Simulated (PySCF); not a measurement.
## N2O: excited-state calculation

System: N2O.
Method: TDDFT CAM-B3LYP/def2-SVPD, vertical, IEF-PCM acetone (non-equilibrium linear response), core orbitals frozen in the response (PySCF 2.14.0).

The geometry comes from this level: PBE0-D3(BJ)/def2-SVP. It belongs to a series of runs on one base structure; here: solvent acetone.

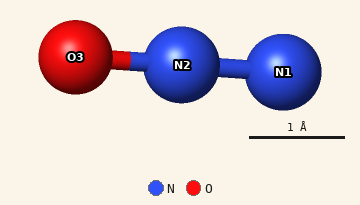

The structure as given in the input (ball-and-stick view, seen at a tilt; atoms are numbered from 1 in the order of the input). Bond lengths as drawn: N–N 1.13 Å and N–O 1.17 Å.

Input file
```
{"job": {"kind": "uv", "xc": "CAM-B3LYP", "basis": "def2-SVPD", "solvent": "acetone", "nstates": 6, "ntriplets": 0}, "charge": 0, "multiplicity": 1}
N     -0.770380     0.390387     0.065618
N      0.355170     0.418166     0.053975
O      1.527726     0.446938     0.041874
```

The first line tells a small driver script what to run in PySCF; the rest is the geometry in Å.

Run on 1 CPU thread, shared host.

Run as:
```bash
OMP_NUM_THREADS=1 python <driver script> task.json out
```

The program's output
```
coarse grid: 3216 points
cycle   1  E = -184.3257952435  dE =  6.992e-01  |g| = 7.626e-01  |ddm| = 2.442e+00
cycle   2  E = -184.2117005700  dE =  1.141e-01  |g| = 1.145e+00  |ddm| = 1.153e+00
cycle   3  E = -184.4329179209  dE = -2.212e-01  |g| = 1.165e-01  |ddm| = 7.123e-01
cycle   4  E = -184.4342412878  dE = -1.323e-03  |g| = 7.956e-02  |ddm| = 1.193e-01
cycle   5  E = -184.4354785826  dE = -1.237e-03  |g| = 9.202e-03  |ddm| = 5.407e-02
cycle   6  E = -184.4354962382  dE = -1.766e-05  |g| = 1.176e-03  |ddm| = 1.131e-02
cycle   7  E = -184.4354966756  dE = -4.374e-07  |g| = 1.940e-04  |ddm| = 2.151e-03
final grid: 33192 points
cycle   8  E = -184.4644883187  dE = -3.103e-06  |g| = 2.244e-03  |ddm| = 2.467e-02
cycle   9  E = -184.4644862291  dE =  2.090e-06  |g| = 4.040e-03  |ddm| = 4.045e-03
cycle  10  E = -184.4644892343  dE = -3.005e-06  |g| = 4.030e-04  |ddm| = 2.504e-03
cycle  11  E = -184.4644892640  dE = -2.968e-08  |g| = 5.552e-05  |ddm| = 2.729e-04
cycle  12  E = -184.4644892647  dE = -7.803e-10  |g| = 8.590e-06  |ddm| = 7.568e-05
```

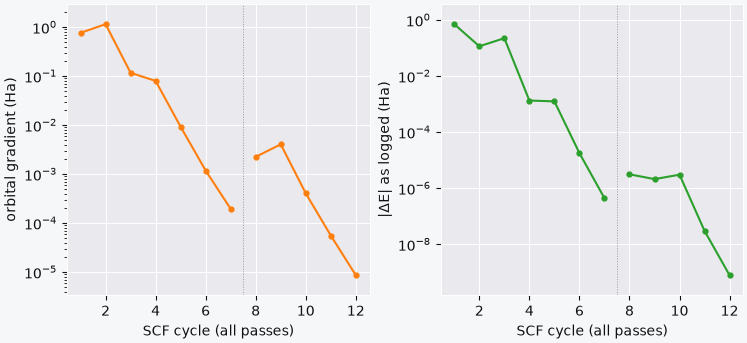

Convergence of the self-consistent field: orbital gradient and size of the energy change against the SCF cycle. The dotted line marks the change from a coarse to the final integration grid. The first 7 cycles use a coarse grid, the final grid takes over at cycle 8, and the field converges after 12 cycles in all.

```
converged SCF energy = -184.4644892647

Static polarisability (au): isotropic 23.240, principal 14.799 14.799 40.122

Singlet excitations
state   eV       nm        f      main configurations
  1   6.5951    188.0   0.00000   H->L 0.49, H-1->L+1 0.49
  2   6.9822    177.6   0.00000   H-1->L+1 0.48, H->L 0.48
  3   6.9822    177.6   0.00000   H->L+1 0.48, H-1->L 0.48
  4   9.1076    136.1   0.00024   H->L+2 0.87, H-1->L+2 0.11
  5   9.1076    136.1   0.00024   H-1->L+2 0.87, H->L+2 0.11
  6  10.1967    121.6   0.72794   H-1->L 0.33, H->L+1 0.33, H-1->L+4 0.16
```

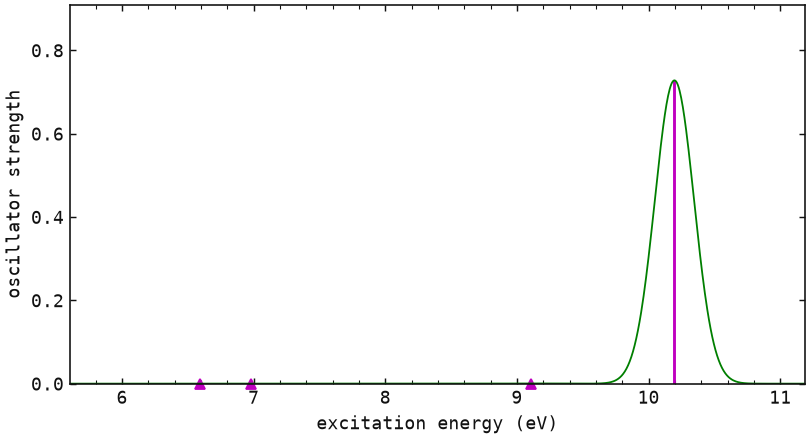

Computed excitations as sticks (degenerate states added up, dark ones marked on the axis), with a Gaussian envelope of 0.35 eV full width at half maximum, scaled to the tallest. Of the 6 states the lowest lies at 6.60 eV (f = 0.000); the strongest line is at 10.20 eV, or 122 nm (f = 0.728).

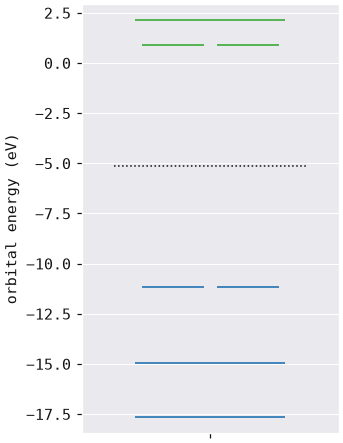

Orbital energies near the frontier; the dotted line parts filled from empty levels, and levels within 0.02 eV of each other stand side by side. Highest filled −11.17 eV, lowest empty 0.90 eV, 12.07 eV apart.

Summary

- outcome: converged
- total energy: −184.464489 hartree
- HOMO: −11.17 eV
- LUMO: 0.90 eV
- dipole moment: 0.19 D
- mean polarisability: 23.24 a.u.
- lowest excitation: 6.60 eV
- wall time: 1.3 s
- peak memory: 0.3 GiB
